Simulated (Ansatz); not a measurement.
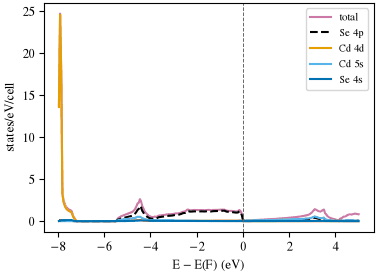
*Total and projected density of states of CdSe (rock salt, space group No. 225), LDA (plane waves, PAW; program Ansatz)*

**Question.** Which orbitals carry the states next to the Fermi level?

**Answer.** Within 0.5 eV of the Fermi level: Se 4p 82 %, Cd 5s 9 %, Cd 4d 5 %. Projections are on Löwdin-orthogonalised atomic valence shells; empty p or d shells of many metals are not among them.

Space group Fm-3m (rock salt). This is a known high-pressure phase of the composition, computed here at zero pressure and temperature. Symmetry was held in the LDA relaxation; its stability against distortions is not shown here. Spin–orbit coupling is left out wherever it is not named.

Potentials: the later of the program's two PAW sets.
